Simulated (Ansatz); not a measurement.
## Electronic structure of C8H20O4W (SMILES CC[O][W]([O]CC)([O]CC)[O]CC) (triplet) in real space

Input file:

```
crystal:
  periodic: [false, false, false]
  atoms:
    - {symbol: C, position_ang: [0.675907, -2.914226, -1.520428]}
    - {symbol: C, position_ang: [0.462843, -1.709539, -2.432505]}
    - {symbol: C, position_ang: [-0.580317, 2.317150, -1.685247]}
    - {symbol: C, position_ang: [0.572363, 3.109637, -1.077210]}
    - {symbol: C, position_ang: [-3.403030, 0.494141, 0.923257]}
    - {symbol: C, position_ang: [-3.193443, 1.342124, 2.170889]}
    - {symbol: C, position_ang: [1.529041, 0.007777, 2.315752]}
    - {symbol: C, position_ang: [1.047617, 1.378622, 2.771606]}
    - {symbol: O, position_ang: [0.236061, -0.487745, -1.745762]}
    - {symbol: O, position_ang: [-1.229210, 1.490309, -0.730673]}
    - {symbol: O, position_ang: [-2.333782, -0.426082, 0.724884]}
    - {symbol: O, position_ang: [0.653785, -0.590921, 1.375544]}
    - {symbol: W, position_ang: [-0.568173, -0.186503, -0.001346]}
    - {symbol: H, position_ang: [1.535640, -2.753161, -0.838204]}
    - {symbol: H, position_ang: [-0.223950, -3.117316, -0.899942]}
    - {symbol: H, position_ang: [0.877096, -3.825801, -2.120114]}
    - {symbol: H, position_ang: [-0.393009, -1.901328, -3.121677]}
    - {symbol: H, position_ang: [1.360281, -1.561428, -3.075747]}
    - {symbol: H, position_ang: [-0.210065, 1.695235, -2.531357]}
    - {symbol: H, position_ang: [-1.352451, 3.014299, -2.082195]}
    - {symbol: H, position_ang: [0.223664, 3.723744, -0.221462]}
    - {symbol: H, position_ang: [1.367835, 2.425797, -0.712973]}
    - {symbol: H, position_ang: [1.027118, 3.786400, -1.829476]}
    - {symbol: H, position_ang: [-3.488346, 1.150244, 0.028131]}
    - {symbol: H, position_ang: [-4.340193, -0.100294, 1.008471]}
    - {symbol: H, position_ang: [-4.061341, 2.012028, 2.342892]}
    - {symbol: H, position_ang: [-2.289096, 1.974590, 2.058354]}
    - {symbol: H, position_ang: [-3.066438, 0.702399, 3.068227]}
    - {symbol: H, position_ang: [2.544311, 0.079170, 1.862437]}
    - {symbol: H, position_ang: [1.605936, -0.685987, 3.182305]}
    - {symbol: H, position_ang: [0.979452, 2.080567, 1.915007]}
    - {symbol: H, position_ang: [1.750139, 1.807090, 3.514996]}
    - {symbol: H, position_ang: [0.044731, 1.308307, 3.239412]}
basis:
  gaussian: {orbitals: def2-SVP}
hamiltonian: {xc: {name: PBE0}}
output: {forces: true, orbitals: {seedname: orbitals}}
total_charge: 0
magnetization: {spin_polarized: true, initial_magnetization: 2}
```

Run with:

```sh
ansatz run input.yaml --threads 8 --pin off --max-ram 13920MiB --events-out events.jsonl --progress --plain --runs-dir runs
```

Geometry: PBE-D3(BJ)/def2-SVP; core potentials replace the inner electrons of W.

Computed with isolated molecule in a Gaussian basis; Kohn-Sham density functional theory, functional PBE0 (Ansatz).

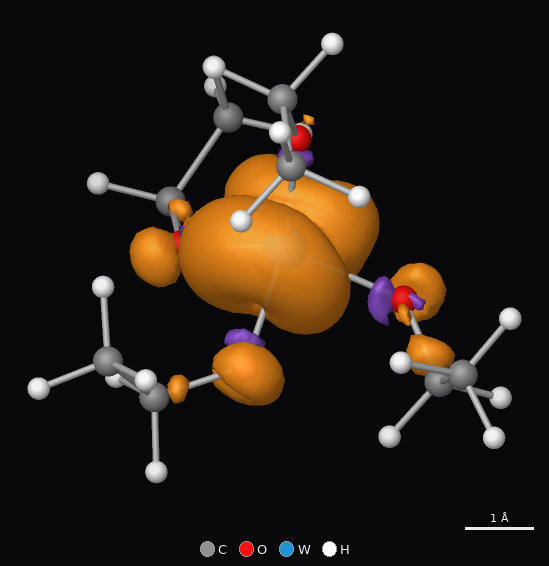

Figure 1. Isosurfaces of the spin density at +0.03 (orange) and −0.03 e/Å³ (purple), seen at an oblique angle.

### Where is the unpaired spin?

The unpaired spin (2 electrons) lies mostly on W13 (about 1.6) and O10 (about 0.1), in electrons by Hirshfeld's partition.

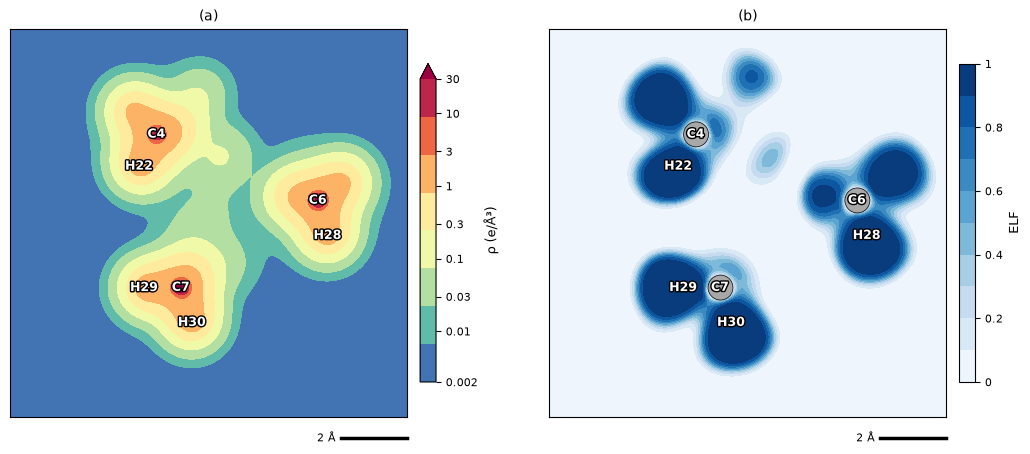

Figure 2. (a) electron density; (b) electron localisation function on the plane of atoms H29, C7 and H30. Grey discs cover the atomic cores in the ELF map.

### Describe what can be read from this map.

The section cuts through C and H sites.
C–H (1.11 Å): ρ at the midpoint is about 1.9 e/Å³; the ELF climbs to about 1 towards the hydrogen, as it does in any bond to H: an ordinary covalent bond to hydrogen.

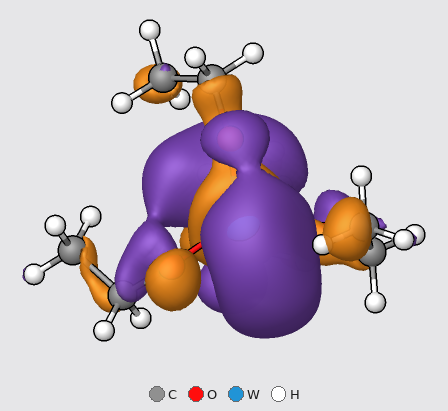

Figure 3. One frontier orbital at ±0.05 Å⁻³ᐟ² (orange and purple are the two phases), seen at a tilt.

### Which orbital is it: HOMO (β) or LUMO (β)?

The LUMO (β), at −1.23 eV. By Hirshfeld shares it lies mainly on W13 (about 70 %).

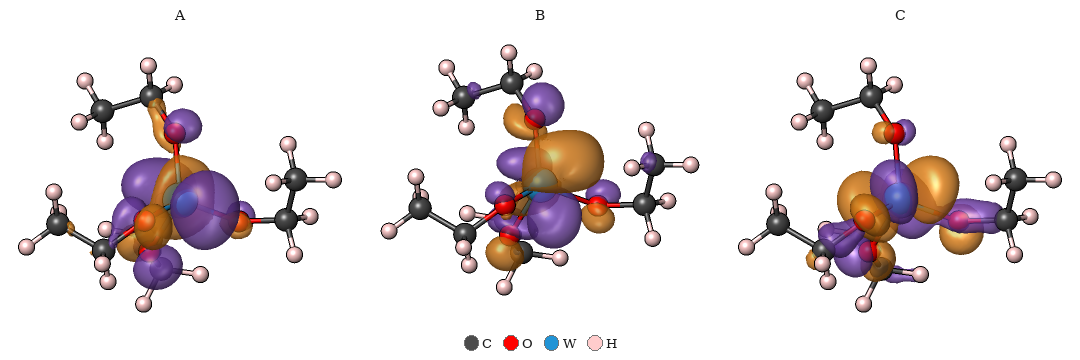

Figure 4. Three frontier orbitals at ±0.1 Å⁻³ᐟ² (orange and purple are the two phases), in no order.

### Order the three orbitals by energy and name them. All are α orbitals.

A is the HOMO−1 (α) (−5.24 eV). Its weight (Hirshfeld) is mainly on W13 (about 60 %), O10 (about 15 %) and O11 (about 5 %). C is the HOMO (α) (−4.72 eV). By Hirshfeld shares it lies mainly on W13 (about 65 %), O9 (about 10 %) and O10 (about 5 %). B is the LUMO (α) (−0.65 eV). It lies mainly on W13 (about 65 %), O12 (about 10 %) and O10 (about 10 %).

### What is the gap between the highest occupied and lowest empty α orbitals?

4.07 eV between the orbital energies.
